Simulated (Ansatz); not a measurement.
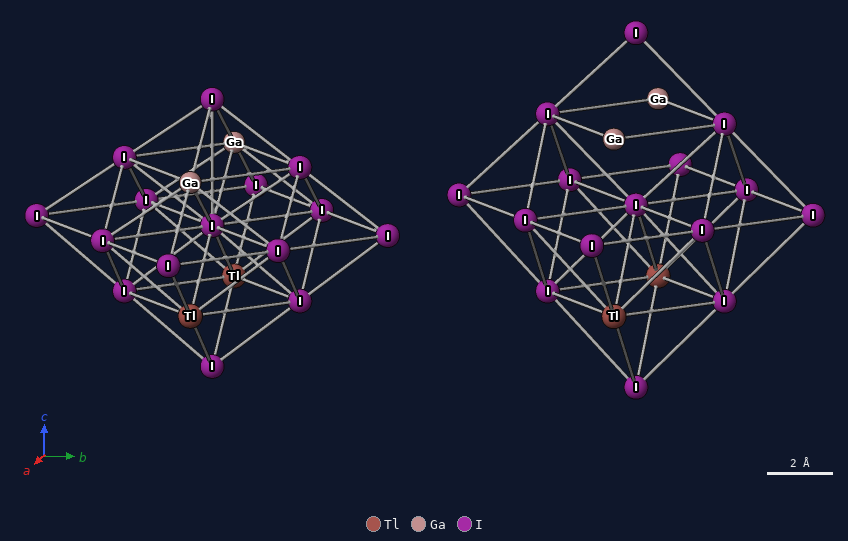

Two geometries of solid TlGaI$_{6}$ (built on the AlSiNi6-123 type type), drawn at one scale. One is the start of a relaxation, the other its converged end. A ball-and-stick model of the atoms within 5.8 Å of the atom that moves most (axes of the cell of the calculation), seen slightly off an axis.

These are results of DFT, PBEsol, plane waves, PAW (Ansatz 0.2.0), not measurements. Set-up: plane-wave cutoff 420 eV; k-point mesh 4 × 4 × 2; occupations fermi dirac; smearing width 0.03 eV; no spin polarisation; cell and atoms relaxed; force threshold 0.01 eV/Å; at most 120 steps.

**Which one is relaxed?**

The left one is the relaxed one. Over 9 accepted moves (10 points after the start) the energy falls by 226 meV per atom. Largest force component: 0.1 eV/Å at the start, 0.0018 eV/Å at the end. Pressure: −3.33 GPa at the start and 0.00 GPa at the end. The SCF was repeated once at an unchanged geometry on a basis and grid sized afresh for the cell, which shifted the energy by 0.8 meV per atom at most. The largest moves relative to the cell, 0.057 Å, are those of I atoms. Ga and Tl stay in place. The drawn cell changes as follows: a = b 5.631 → 5.583 Å (−0.8 %), c 11.241 → 8.472 Å (−24.6 %); the volume changes by −25.9 %. Among the contacts that change: I–I 5.463 → 4.002 Å, I–I 3.923 → 3.435 Å, Ga–I 3.923 → 3.435 Å, I–I 4.034 → 3.576 Å. The space group stays P4/mmm (No. 123). Cost: 2.7 min on 4 threads of Intel(R) Xeon(R) Processor @ 2.50GHz (Skylake/Cascade Lake), with other jobs on the host, peak memory 1.1 GiB.

Limits of the set-up: layers or molecules are held without a dispersion correction, so their spacing is unreliable.
